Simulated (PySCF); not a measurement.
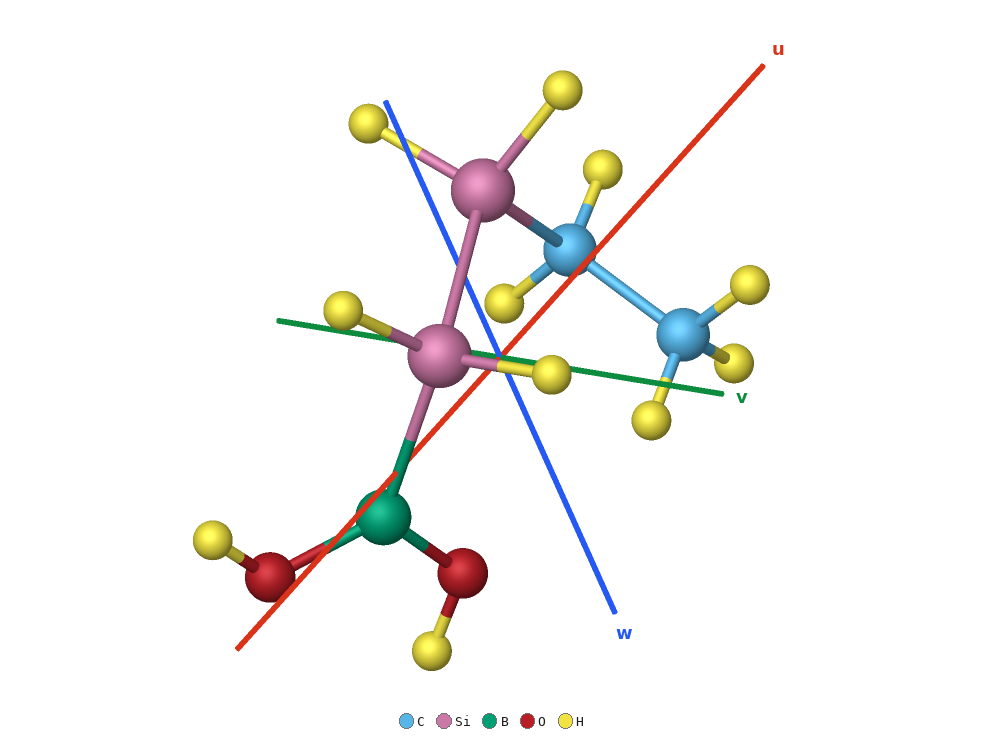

The lines u, v and w are the principal axes of the static dipole polarisability. Computed geometry: GFN2-xTB optimisation. No frequency run is at hand to confirm it as a minimum. Method: CAM-B3LYP/def2-SVPD (PySCF 2.14.0).

Question: Along which axis is the molecule most polarisable, and along which least?

Answer: Most along u, least along v.

Question: Give the three principal values.

Answer: u 116.4, v 89.8, w 105.3 bohr³; mean 103.8, anisotropy 23.2 bohr³.

The geometry is semi-empirical. Around B, Si such bond lengths and angles can be off by a tenth of an ångström or more and by several degrees, and values that hang on the shape move with them.
